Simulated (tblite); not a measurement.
# Geometry relaxation, with input and output: CH₃Cl₂GeO

CH₃Cl₂GeO, multiplicity 2, SMILES [CH2][Ge]([OH])([Cl])[Cl], computed with GFN2-xTB geometry optimisation, gas phase (tblite 0.8.0).

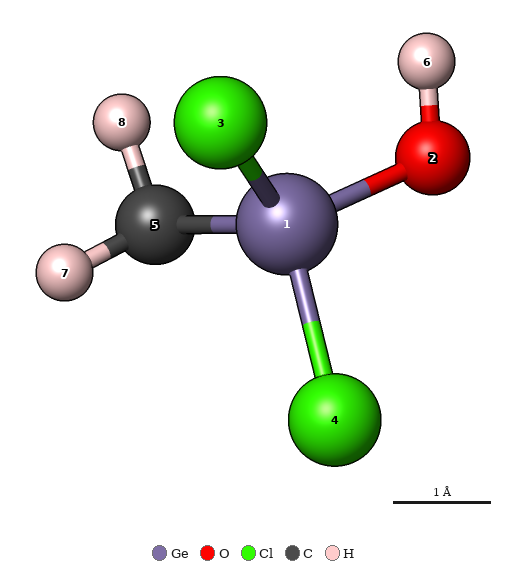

Fig. 1: The structure as given in the input (ball-and-stick view, seen at a tilt; atoms are numbered from 1 in the order of the input). Sticks mark near contacts.

### Input file
```
{"job": {"kind": "relax", "xc": "GFN2-xTB", "basis": "xTB"}, "charge": 0, "multiplicity": 2}
Ge    -0.352092     0.416376     0.015865
O     -1.662784    -0.566371    -0.756661
Cl    -0.525200     0.589005     2.146078
Cl    -0.501444     2.371742    -0.869668
C      1.321791    -0.362627    -0.432227
H     -1.844834    -1.358450    -0.181272
H      2.163478     0.284638    -0.010421
H      1.450485    -1.329306     0.136170
```

The first line tells a small driver script what to run in tblite; the rest is the geometry in Å.

Command:
```bash
OMP_NUM_THREADS=1 python <driver script> task.json out
```

### Log
```
step      E/eV     max force
  0    -510.89819    3.195
  1    -511.12419    1.522
  2    -511.20841    0.978
  3    -511.26435    0.800
  4    -511.32124    0.724
  5    -511.33911    0.610
  6    -511.36752    0.544
  7    -511.37680    0.291
  8    -511.38371    0.338
  9    -511.39070    0.331
 10    -511.40019    0.400
 11    -511.40756    0.352
 12    -511.41294    0.231
 13    -511.41665    0.164
 14    -511.41897    0.172
 15    -511.42180    0.239
 16    -511.42440    0.186
 17    -511.42576    0.092
 18    -511.42659    0.087
 19    -511.42745    0.109
 20    -511.42855    0.145
 21    -511.42988    0.138
 22    -511.43130    0.145
 23    -511.43275    0.162
 24    -511.43394    0.116
 25    -511.43458    0.056
 26    -511.43486    0.045
 27    -511.43508    0.066
 28    -511.43533    0.073
 29    -511.43559    0.052
 30    -511.43581    0.059
 31    -511.43602    0.047
 32    -511.43631    0.073
 33    -511.43668    0.082
 34    -511.43697    0.045
 35    -511.43709    0.031
 36    -511.43719    0.029
 37    -511.43730    0.045
 38    -511.43746    0.051
 39    -511.43763    0.037
 40    -511.43778    0.040
 41    -511.43791    0.035
 42    -511.43814    0.065
 43    -511.43856    0.102
 44    -511.43926    0.131
 45    -511.44004    0.138
 46    -511.44053    0.092
 47    -511.44094    0.221
 48    -511.44153    0.061
 49    -511.44185    0.043
 50    -511.44145    0.470
 51    -511.44305    0.067
 52    -511.44380    0.049
 53    -511.41565    1.559
 54    -511.44417    0.050
 55    -511.44450    0.041
 56    -511.42190    1.490
 57    -511.44517    0.042
 58    -511.44570    0.066
 59    -511.43348    1.207
 60    -511.44661    0.092
 61    -511.44719    0.126
 62    -511.44702    0.553
 63    -511.44831    0.202
 64    -511.44864    0.224
 65    -511.44947    0.327
 66    -511.45005    0.255
 67    -511.45134    0.093
 68    -511.45197    0.137
 69    -511.45288    0.103
 70    -511.45278    0.616
 71    -511.45614    0.414
 72    -511.45889    0.171
 73    -511.45951    0.238
 74    -511.46138    0.229
 75    -511.46311    0.184
 76    -511.46432    0.179
 77    -511.46629    0.121
 78    -511.46718    0.400
 79    -511.46889    0.196
 80    -511.47049    0.112
 81    -511.47271    0.392
 82    -511.47407    0.136
 83    -511.47566    0.108
 84    -511.47665    0.388
 85    -511.47799    0.076
 86    -511.47876    0.058
 87    -511.47908    0.269
 88    -511.47971    0.074
 89    -511.48002    0.062
 90    -511.48052    0.071
 91    -511.48066    0.028
 92    -511.48072    0.026
 93    -511.48075    0.021
 94    -511.48079    0.021
 95    -511.48082    0.015
 96    -511.48084    0.011
 97    -511.48085    0.014
 98    -511.48088    0.022
 99    -511.48091    0.024
100    -511.48095    0.019
101    -511.48098    0.019
102    -511.48102    0.018
103    -511.48108    0.028
104    -511.48114    0.033
105    -511.48120    0.031
106    -511.48126    0.034
107    -511.48130    0.022
108    -511.48132    0.019
109    -511.48134    0.012
110    -511.48135    0.014
111    -511.48137    0.015
112    -511.48139    0.019
113    -511.48142    0.017
114    -511.48144    0.015
115    -511.48147    0.018
116    -511.48151    0.017
117    -511.48155    0.014
118    -511.48160    0.013
119    -511.48163    0.019
120    -511.48166    0.025
121    -511.48170    0.031
122    -511.48175    0.035
123    -511.48181    0.028
124    -511.48185    0.009
125    -511.48186    0.006
```

### Trajectory as extended XYZ (Å, eV, eV/Å), 26 frames, from step=0 to step=125
```
8
Properties=species:S:1:pos:R:3:forces:R:3 step=0 energy=-510.89819
Ge   -0.3521    0.4164    0.0159   -1.0290   0.7260  -1.2330
O    -1.6628   -0.5664   -0.7567    0.1780  -0.7790   1.6850
Cl   -0.5252    0.5890    2.1461   -0.1520  -0.1140  -0.0160
Cl   -0.5014    2.3717   -0.8697   -0.0990  -0.5290   0.3000
C     1.3218   -0.3626   -0.4322    1.9850  -0.3640   2.4770
H    -1.8448   -1.3585   -0.1813    0.0770   1.1300  -1.0360
H     2.1635    0.2846   -0.0104   -0.8480  -0.6580  -1.1050
H     1.4505   -1.3293    0.1362   -0.1110   0.5880  -1.0720
8
Properties=species:S:1:pos:R:3:forces:R:3 step=5 energy=-511.33911
Ge   -0.3705    0.4503   -0.0641    0.1350  -0.0530   0.5930
O    -1.6483   -0.5382   -0.6701   -0.3250  -0.0250  -0.1080
Cl   -0.5537    0.5748    2.1154   -0.1670  -0.0050  -0.1890
Cl   -0.5292    2.3435   -0.8590   -0.1670   0.2440  -0.2060
C     1.3475   -0.3508   -0.2417    0.3580  -0.0890   0.1840
H    -1.8627   -1.3483   -0.2109    0.0030   0.0330   0.0030
H     2.1997    0.2915   -0.0889    0.0560  -0.1540  -0.1280
H     1.4666   -1.3777    0.0673    0.1080   0.0490  -0.1490
8
Properties=species:S:1:pos:R:3:forces:R:3 step=10 energy=-511.40019
Ge   -0.3624    0.4584   -0.0107    0.2300  -0.0650  -0.0230
O    -1.6856   -0.5010   -0.6467    0.1150   0.0750   0.0040
Cl   -0.6337    0.5768    2.1054   -0.1670   0.0680   0.1700
Cl   -0.5828    2.3477   -0.8925   -0.0040  -0.1670   0.0270
C     1.3956   -0.3548   -0.1443   -0.3500   0.1230  -0.1510
H    -1.8720   -1.3356   -0.2205   -0.0110   0.0180   0.0020
H     2.2692    0.2622   -0.1483    0.1250   0.0190  -0.0120
H     1.5211   -1.4086    0.0055    0.0620  -0.0710  -0.0170
8
Properties=species:S:1:pos:R:3:forces:R:3 step=15 energy=-511.42180
Ge   -0.3434    0.4544    0.0256   -0.0930   0.0270   0.0580
O    -1.6614   -0.4830   -0.6411    0.0810  -0.0480   0.0500
Cl   -0.6999    0.5983    2.1435   -0.0410   0.0210  -0.0370
Cl   -0.5937    2.3071   -0.8972    0.0380   0.0030   0.0090
C     1.3915   -0.3522   -0.1795    0.2180  -0.0870   0.0470
H    -1.8736   -1.3168   -0.2251   -0.0220   0.0200  -0.0170
H     2.2879    0.2437   -0.1627   -0.1020   0.0300  -0.0500
H     1.5420   -1.4064   -0.0157   -0.0780   0.0350  -0.0600
8
Properties=species:S:1:pos:R:3:forces:R:3 step=20 energy=-511.42855
Ge   -0.3325    0.4544    0.0539    0.0140  -0.0030   0.0460
O    -1.6343   -0.4826   -0.6270   -0.0050  -0.0490  -0.0770
Cl   -0.7516    0.6150    2.1513   -0.0030   0.0250   0.0040
Cl   -0.5914    2.2929   -0.8990    0.0620   0.0130   0.0170
C     1.4104   -0.3561   -0.1552   -0.1300   0.0630   0.0020
H    -1.8857   -1.3117   -0.2281   -0.0030  -0.0310   0.0440
H     2.2939    0.2502   -0.1952    0.0380  -0.0020  -0.0110
H     1.5407   -1.4170   -0.0529    0.0270  -0.0170  -0.0250
8
Properties=species:S:1:pos:R:3:forces:R:3 step=25 energy=-511.43458
Ge   -0.3395    0.4515    0.0824   -0.0400  -0.0120  -0.0250
O    -1.5979   -0.5225   -0.6466    0.0070   0.0150   0.0270
Cl   -0.7899    0.6440    2.1692   -0.0210  -0.0130  -0.0500
Cl   -0.5444    2.2927   -0.8862    0.0090  -0.0140   0.0200
C     1.3997   -0.3470   -0.1433    0.0450  -0.0170   0.0080
H    -1.8966   -1.3175   -0.2099    0.0110   0.0250   0.0320
H     2.2847    0.2569   -0.2231   -0.0240  -0.0260   0.0090
H     1.5335   -1.4131   -0.0948    0.0130   0.0410  -0.0200
8
Properties=species:S:1:pos:R:3:forces:R:3 step=30 energy=-511.43581
Ge   -0.3395    0.4475    0.0859    0.0130   0.0100  -0.0060
O    -1.5917   -0.5275   -0.6440   -0.0140  -0.0080  -0.0130
Cl   -0.8150    0.6479    2.1603   -0.0170  -0.0120   0.0070
Cl   -0.5335    2.2897   -0.8804    0.0060   0.0100  -0.0080
C     1.4038   -0.3459   -0.1288   -0.0240   0.0100  -0.0270
H    -1.8986   -1.3119   -0.1947   -0.0050   0.0050   0.0310
H     2.2850    0.2553   -0.2329    0.0350   0.0430   0.0190
H     1.5389   -1.4101   -0.1175    0.0060  -0.0570  -0.0020
8
Properties=species:S:1:pos:R:3:forces:R:3 step=35 energy=-511.43709
Ge   -0.3391    0.4438    0.0777   -0.0050   0.0040   0.0010
O    -1.5947   -0.5351   -0.6470    0.0210  -0.0100   0.0200
Cl   -0.8326    0.6415    2.1508    0.0060  -0.0130   0.0000
Cl   -0.5208    2.2931   -0.8769   -0.0030   0.0130  -0.0210
C     1.4055   -0.3469   -0.1420    0.0060  -0.0040   0.0030
H    -1.8986   -1.3020   -0.1655   -0.0280   0.0050  -0.0050
H     2.2855    0.2632   -0.2205   -0.0040  -0.0110   0.0140
H     1.5443   -1.4126   -0.1287    0.0080   0.0170  -0.0120
8
Properties=species:S:1:pos:R:3:forces:R:3 step=40 energy=-511.43778
Ge   -0.3377    0.4447    0.0781    0.0040  -0.0090   0.0010
O    -1.5828   -0.5475   -0.6426   -0.0090   0.0000  -0.0320
Cl   -0.8470    0.6352    2.1475    0.0180   0.0040   0.0040
Cl   -0.5116    2.2964   -0.8834   -0.0100  -0.0380   0.0060
C     1.4073   -0.3453   -0.1429    0.0070   0.0170   0.0100
H    -1.9155   -1.2941   -0.1484   -0.0120   0.0170   0.0080
H     2.2867    0.2657   -0.2118    0.0150   0.0090   0.0110
H     1.5500   -1.4101   -0.1486   -0.0130   0.0010  -0.0090
8
Properties=species:S:1:pos:R:3:forces:R:3 step=45 energy=-511.44004
Ge   -0.3315    0.4363    0.0681   -0.0820  -0.0740  -0.0050
O    -1.5701   -0.5721   -0.6513   -0.0040  -0.0690   0.0770
Cl   -0.8368    0.6074    2.1403    0.0070   0.0310   0.0100
Cl   -0.5183    2.2745   -0.9084   -0.0180   0.0430  -0.0060
C     1.4192   -0.3299   -0.1459    0.0640  -0.0770   0.0080
H    -1.9757   -1.2503   -0.1096    0.0490   0.1070  -0.0730
H     2.3063    0.2746   -0.1554   -0.0160   0.0240   0.0050
H     1.5563   -1.3953   -0.1900    0.0000   0.0170  -0.0160
8
Properties=species:S:1:pos:R:3:forces:R:3 step=50 energy=-511.44145
Ge   -0.3253    0.4113    0.0804    0.0000   0.0370  -0.0070
O    -1.5160   -0.6371   -0.6487   -0.2580  -0.2800   0.2760
Cl   -0.8718    0.6034    2.1392    0.0110   0.0390  -0.0150
Cl   -0.5060    2.2469   -0.9315   -0.0260  -0.0080   0.0420
C     1.4395   -0.3215   -0.1279    0.0470  -0.0850  -0.0280
H    -2.0613   -1.1755   -0.0611    0.2340   0.2600  -0.2920
H     2.3204    0.2945   -0.1096   -0.0490  -0.0360   0.0170
H     1.5699   -1.3770   -0.2929    0.0400   0.0720   0.0070
8
Properties=species:S:1:pos:R:3:forces:R:3 step=55 energy=-511.44450
Ge   -0.3264    0.4139    0.0772   -0.0030   0.0060  -0.0050
O    -1.5245   -0.6292   -0.6483   -0.0040  -0.0260   0.0030
Cl   -0.8608    0.6070    2.1392    0.0080   0.0330  -0.0090
Cl   -0.5137    2.2498   -0.9265   -0.0200   0.0060   0.0270
C     1.4362   -0.3252   -0.1341    0.0250   0.0040  -0.0020
H    -2.0497   -1.1818   -0.0724   -0.0140   0.0130  -0.0150
H     2.3159    0.2908   -0.1103   -0.0240  -0.0140   0.0120
H     1.5725   -1.3803   -0.2769    0.0320  -0.0230  -0.0110
8
Properties=species:S:1:pos:R:3:forces:R:3 step=60 energy=-511.44661
Ge   -0.3241    0.4062    0.0748    0.0000  -0.0070  -0.0050
O    -1.5141   -0.6472   -0.6484   -0.0410  -0.0620   0.0540
Cl   -0.8549    0.6110    2.1365    0.0030   0.0270  -0.0090
Cl   -0.5241    2.2422   -0.9290   -0.0110   0.0110   0.0210
C     1.4410   -0.3269   -0.1347    0.0230   0.0050  -0.0040
H    -2.0767   -1.1568   -0.0660    0.0190   0.0420  -0.0570
H     2.3157    0.2942   -0.0842   -0.0080  -0.0130   0.0080
H     1.5866   -1.3777   -0.3012    0.0150  -0.0030  -0.0090
8
Properties=species:S:1:pos:R:3:forces:R:3 step=65 energy=-511.44947
Ge   -0.3185    0.3864    0.0697   -0.0030  -0.0030  -0.0040
O    -1.4936   -0.6878   -0.6451   -0.1890  -0.1620   0.2120
Cl   -0.8343    0.6295    2.1305   -0.0090  -0.0010  -0.0070
Cl   -0.5547    2.2262   -0.9294    0.0150   0.0050   0.0040
C     1.4519   -0.3330   -0.1361    0.0460   0.0090  -0.0120
H    -2.1369   -1.1033   -0.0634    0.1660   0.1290  -0.1930
H     2.3138    0.2992   -0.0237    0.0010  -0.0330  -0.0030
H     1.6218   -1.3721   -0.3545   -0.0270   0.0570   0.0030
8
Properties=species:S:1:pos:R:3:forces:R:3 step=70 energy=-511.45278
Ge   -0.3096    0.3465    0.0825   -0.0050   0.0040  -0.0060
O    -1.4472   -0.7912   -0.5950   -0.4230  -0.1740   0.3280
Cl   -0.8128    0.6922    2.1272   -0.0110  -0.0680   0.0230
Cl   -0.5995    2.1879   -0.9198    0.0090  -0.0040  -0.0550
C     1.4758   -0.3290   -0.1465   -0.0170  -0.0900  -0.0130
H    -2.2518   -1.0174   -0.1042    0.5020   0.2020  -0.2940
H     2.3224    0.2917    0.0809    0.0130   0.0020  -0.0110
H     1.6720   -1.3357   -0.4772   -0.0700   0.1280   0.0280
8
Properties=species:S:1:pos:R:3:forces:R:3 step=75 energy=-511.46311
Ge   -0.3085    0.3413    0.1120   -0.0010   0.1130   0.0340
O    -1.4119   -0.8299   -0.5510   -0.1200  -0.0900   0.0550
Cl   -0.8567    0.6865    2.1453    0.0170  -0.0300  -0.0170
Cl   -0.5747    2.1656   -0.9414   -0.0410  -0.0190  -0.0060
C     1.4751   -0.3125   -0.1400    0.0930  -0.0660   0.0070
H    -2.2519   -0.9955   -0.1186    0.1440   0.0890  -0.0740
H     2.3417    0.2914    0.0724   -0.1080  -0.0560  -0.0200
H     1.6362   -1.3019   -0.5306    0.0160   0.0590   0.0210
8
Properties=species:S:1:pos:R:3:forces:R:3 step=80 energy=-511.47049
Ge   -0.3013    0.3448    0.1168    0.0060  -0.1050  -0.0380
O    -1.3890   -0.8657   -0.5187   -0.0310   0.0070   0.0740
Cl   -0.8273    0.6733    2.1504   -0.0050   0.0320   0.0340
Cl   -0.6357    2.1354   -0.9729   -0.0160   0.0260   0.0090
C     1.4835   -0.3196   -0.1205   -0.0610   0.0490  -0.0300
H    -2.2689   -0.9284   -0.1462    0.0670   0.0250  -0.0650
H     2.3411    0.2789    0.1224    0.0210  -0.0090   0.0100
H     1.6470   -1.2736   -0.5836    0.0190  -0.0260   0.0050
8
Properties=species:S:1:pos:R:3:forces:R:3 step=85 energy=-511.47799
Ge   -0.2999    0.3295    0.1236    0.0060   0.0220   0.0060
O    -1.3656   -0.9187   -0.4603    0.0500  -0.0050   0.0190
Cl   -0.7711    0.7046    2.1669   -0.0030   0.0040  -0.0230
Cl   -0.7166    2.1052   -0.9791    0.0050  -0.0300   0.0290
C     1.4860   -0.3117   -0.1360    0.0350   0.0620   0.0270
H    -2.2903   -0.8706   -0.2280   -0.0640   0.0020  -0.0190
H     2.3404    0.2495    0.1959   -0.0180   0.0050  -0.0090
H     1.6664   -1.2428   -0.6352   -0.0100  -0.0610  -0.0310
8
Properties=species:S:1:pos:R:3:forces:R:3 step=90 energy=-511.48052
Ge   -0.2971    0.3262    0.1431    0.0190  -0.0050  -0.0010
O    -1.3461   -0.9518   -0.4040   -0.0700   0.0050   0.0110
Cl   -0.7475    0.7316    2.1808   -0.0020   0.0020   0.0090
Cl   -0.7636    2.0761   -0.9771   -0.0020   0.0070  -0.0010
C     1.4901   -0.3023   -0.1411   -0.0130  -0.0320   0.0040
H    -2.2922   -0.8463   -0.3040    0.0590  -0.0070  -0.0170
H     2.3473    0.2316    0.2232    0.0080   0.0230  -0.0060
H     1.6585   -1.2201   -0.6731    0.0010   0.0080   0.0030
8
Properties=species:S:1:pos:R:3:forces:R:3 step=95 energy=-511.48082
Ge   -0.2956    0.3263    0.1505   -0.0090  -0.0010  -0.0010
O    -1.3417   -0.9541   -0.3966    0.0040  -0.0090   0.0030
Cl   -0.7497    0.7394    2.1864    0.0040  -0.0050  -0.0060
Cl   -0.7673    2.0741   -0.9747    0.0060  -0.0030   0.0040
C     1.4892   -0.3070   -0.1355    0.0040   0.0030   0.0040
H    -2.2882   -0.8486   -0.3192   -0.0100   0.0100  -0.0020
H     2.3486    0.2348    0.2136   -0.0050   0.0020  -0.0090
H     1.6541   -1.2199   -0.6767    0.0050   0.0030   0.0070
8
Properties=species:S:1:pos:R:3:forces:R:3 step=100 energy=-511.48095
Ge   -0.2972    0.3230    0.1489    0.0110  -0.0040   0.0050
O    -1.3449   -0.9568   -0.3967   -0.0180   0.0020   0.0050
Cl   -0.7465    0.7379    2.1842   -0.0040  -0.0050   0.0100
Cl   -0.7656    2.0733   -0.9719    0.0000   0.0030  -0.0070
C     1.4893   -0.3079   -0.1321    0.0040   0.0150  -0.0040
H    -2.2914   -0.8452   -0.3199    0.0100   0.0020  -0.0060
H     2.3480    0.2401    0.2092   -0.0100   0.0040  -0.0030
H     1.6578   -1.2193   -0.6737    0.0060  -0.0170  -0.0010
8
Properties=species:S:1:pos:R:3:forces:R:3 step=105 energy=-511.48120
Ge   -0.2976    0.3172    0.1524   -0.0130   0.0180  -0.0010
O    -1.3489   -0.9638   -0.3831    0.0310   0.0000  -0.0060
Cl   -0.7349    0.7332    2.1904   -0.0050  -0.0020   0.0050
Cl   -0.7701    2.0678   -0.9704   -0.0010  -0.0140   0.0050
C     1.4897   -0.3054   -0.1348   -0.0030  -0.0020  -0.0050
H    -2.2946   -0.8356   -0.3418   -0.0300   0.0070   0.0030
H     2.3429    0.2547    0.1996    0.0090  -0.0030  -0.0060
H     1.6628   -1.2231   -0.6646    0.0110  -0.0040   0.0050
8
Properties=species:S:1:pos:R:3:forces:R:3 step=110 energy=-511.48135
Ge   -0.2992    0.3173    0.1515    0.0130  -0.0050   0.0030
O    -1.3525   -0.9590   -0.3898   -0.0010  -0.0060  -0.0030
Cl   -0.7374    0.7258    2.1917   -0.0050   0.0010  -0.0030
Cl   -0.7621    2.0686   -0.9699   -0.0070   0.0050   0.0020
C     1.4891   -0.3058   -0.1350    0.0080   0.0030  -0.0030
H    -2.2988   -0.8354   -0.3358    0.0010   0.0050   0.0010
H     2.3415    0.2632    0.1872    0.0000  -0.0010  -0.0030
H     1.6688   -1.2297   -0.6520   -0.0080  -0.0010   0.0060
8
Properties=species:S:1:pos:R:3:forces:R:3 step=115 energy=-511.48147
Ge   -0.2969    0.3146    0.1517   -0.0160   0.0080  -0.0060
O    -1.3543   -0.9573   -0.3939   -0.0030  -0.0030  -0.0010
Cl   -0.7460    0.7195    2.1906    0.0030   0.0000   0.0000
Cl   -0.7582    2.0697   -0.9657   -0.0020   0.0010   0.0050
C     1.4916   -0.3058   -0.1366   -0.0040   0.0060   0.0040
H    -2.2999   -0.8308   -0.3312    0.0120   0.0000  -0.0010
H     2.3424    0.2730    0.1713    0.0090  -0.0030  -0.0020
H     1.6708   -1.2378   -0.6383    0.0000  -0.0080   0.0020
8
Properties=species:S:1:pos:R:3:forces:R:3 step=120 energy=-511.48166
Ge   -0.2973    0.3160    0.1532    0.0070   0.0040  -0.0060
O    -1.3510   -0.9573   -0.3950    0.0230  -0.0100   0.0040
Cl   -0.7423    0.7149    2.1951    0.0020  -0.0030  -0.0030
Cl   -0.7704    2.0698   -0.9577    0.0010   0.0150  -0.0010
C     1.4917   -0.3036   -0.1381    0.0060   0.0040   0.0050
H    -2.2958   -0.8240   -0.3475   -0.0240  -0.0030   0.0010
H     2.3467    0.2816    0.1463   -0.0090   0.0010   0.0010
H     1.6676   -1.2525   -0.6084   -0.0060  -0.0080  -0.0010
8
Properties=species:S:1:pos:R:3:forces:R:3 step=125 energy=-511.48186
Ge   -0.2971    0.3215    0.1469   -0.0010  -0.0010  -0.0010
O    -1.3480   -0.9528   -0.4055   -0.0020   0.0010   0.0000
Cl   -0.7440    0.7053    2.1923    0.0000   0.0000   0.0010
Cl   -0.7658    2.0853   -0.9492    0.0000  -0.0010   0.0000
C     1.4903   -0.3033   -0.1401    0.0040  -0.0020  -0.0010
H    -2.2942   -0.8314   -0.3445    0.0020   0.0000   0.0000
H     2.3461    0.2917    0.1199   -0.0020  -0.0030  -0.0020
H     1.6622   -1.2714   -0.5720    0.0000   0.0060   0.0030
```

### Key numbers

| quantity | value |
| --- | --- |
| outcome | converged |
| total energy | −511.4819 eV |
| hardware | 1 CPU thread, shared host |
| wall time | 1.6 s |
| peak memory | 0.18 GiB |
